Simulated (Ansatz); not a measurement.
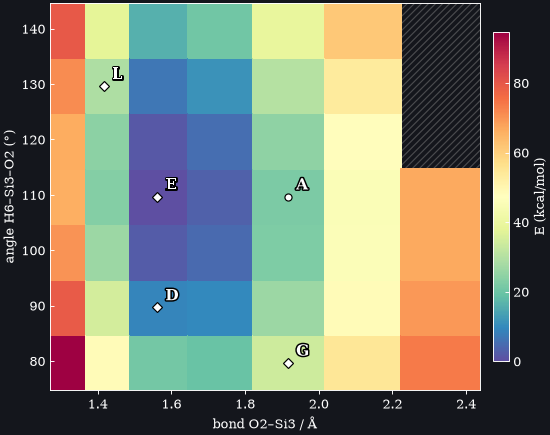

H5OSi2, SMILES [SiH2-]O[SiH3], charge −1. 
- Two internal coordinates are moved rigidly from the geometry relaxed at PBE0-D4/def2-TZVP, all others fixed.
- First axis: bond O2–Si3. Second axis: angle H6–Si3–O2.
- The scan uses a 7 × 7 grid. At 3 points there is no value.
- Energies are in kcal/mol, from the lowest grid point.
- The calculation used RHF-CCSD(T), frozen core/def2-TZVPPD in Ansatz 0.2.0.

Drawn: one coloured cell a grid point, hatched blanks where no value was computed, lettered points.

**Rank the lettered points by energy, lowest first.**

E (0 kcal/mol), D (9 kcal/mol), A (22 kcal/mol), L (29 kcal/mol), G (34 kcal/mol).
